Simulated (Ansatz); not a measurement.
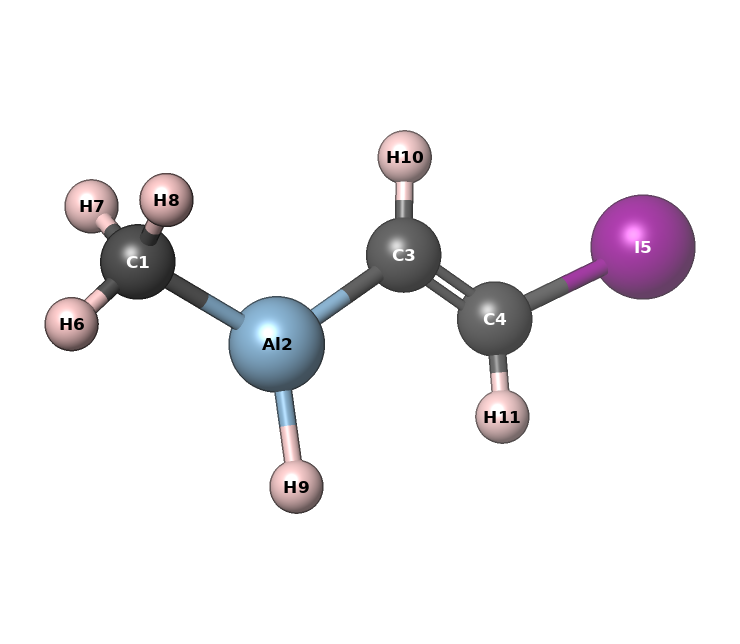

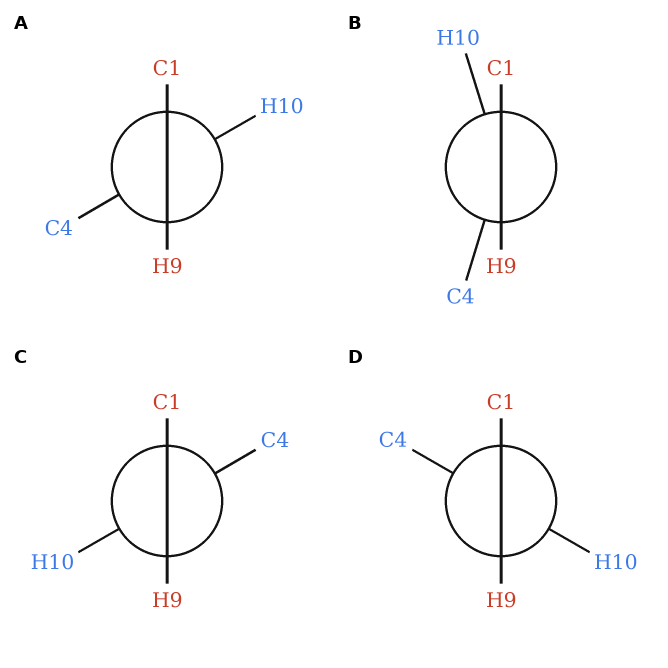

Distant atoms are faded towards the background colour. Bonds that would overlap in a projection are set slightly apart. The geometry was computed by an optimisation with PBE0-D4/def2-TZVP. No frequency run is at hand to confirm it as a minimum.

Q: Which Newman projection shows the view along Al2–C3, with Al2 in front?

A: B. The torsion angle C1–Al2–C3–C4 is 180°, antiperiplanar (anti).
